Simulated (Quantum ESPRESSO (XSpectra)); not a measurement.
## The core hole at the B K edge of B (R-3m)

```xyz
12
Lattice="2.4492 1.4140 4.1747 -2.4492 1.4140 4.1747 0.0000 -2.8281 4.1747" Properties=species:S:1:pos:R:3 pbc="T T T"
B     -1.5781     0.9111     2.8147
B      1.5781    -0.9111     9.7094
B      0.0000    -1.8222     2.8147
B      0.0000     1.8222     9.7094
B      1.5781     0.9111     2.8147
B     -1.5781    -0.9111     9.7094
B     -1.0068     0.5813     4.4785
B      1.0068    -0.5813     8.0457
B      0.0000    -1.1626     4.4785
B      0.0000     1.1626     8.0457
B      1.0068     0.5813     4.4785
B     -1.0068    -0.5813     8.0457
```

Geometry: Materials Project entry mp-160 (a computed structure). The cell is the entry's, not relaxed again.

Absorber: atom 1, B on Wyckoff site h (site symmetry .m), with 1 B at 1.67 Å, 2 B at 1.74 Å, 1 B at 1.79 Å, 2 B at 1.80 Å.

Method: LDA, no, half or full core hole, dipole K-edge X-ray absorption, plane waves, Troullier-Martins potentials made with ld1.x, scalar-relativistic, no spin, constant broadening (Quantum ESPRESSO (XSpectra)).

Full-hole run: 48-atom cell (absorber images 7.0 Å apart), 55 Ry, k meshes 2×2×2 (SCF) and 3×3×3 (spectrum), Lorentzian half width 0.5 eV. The ground-state test found a gap, so occupations are fixed and the excited electron is left out (charged cell on a uniform background); energies count from the highest occupied level. Field directions run: x; y; z, weighted by the site's symmetry in the crystal. Intensities are scaled to a mean of 1 over 0–35 eV.

The half-hole run shares these settings; the run without a hole takes the primitive cell with a 5×5×5 mesh.

| core hole | mean 0–10 eV | mean 10–20 eV | mean 20–30 eV | highest value below 30 eV |
|---|---|---|---|---|
| none (primitive cell) | 0.60 | 1.68 | 0.82 | 2.5 |
| half | 0.87 | 1.73 | 0.55 | 2.0 |
| full | 1.22 | 1.53 | 0.43 | 2.1 |

From no hole to a full hole the mean over the first 10 eV goes from 0.60 through 0.87 to 1.22: the hole pulls absorption towards the edge. The cell size was not varied. Each run counts from its own energy zero.

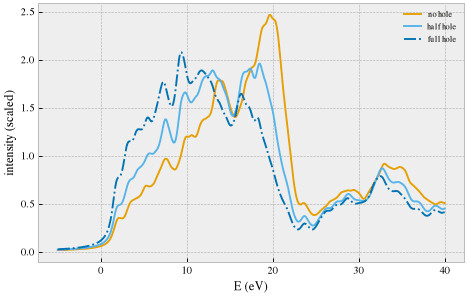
Fig. 1. The three spectra
